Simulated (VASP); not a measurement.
Band structure of Cd (hcp). Calculation: PBE GGA with D4 dispersion, VASP's PBE PAW potentials (set 64) (plane waves; VASP 6.6.1).

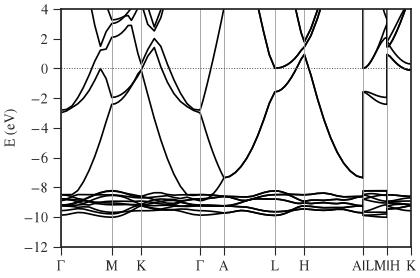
Bands along high-symmetry lines, zero at the valence-band maximum or, without a gap, the Fermi level

### Question
Read the plot: is there a gap, and where are the band edges?

### Answer
It has no gap at this level: it comes out as a metal or semimetal. (Edges off the drawn lines would not show.)

The compound is Cd in the hcp structure. It was relaxed first.
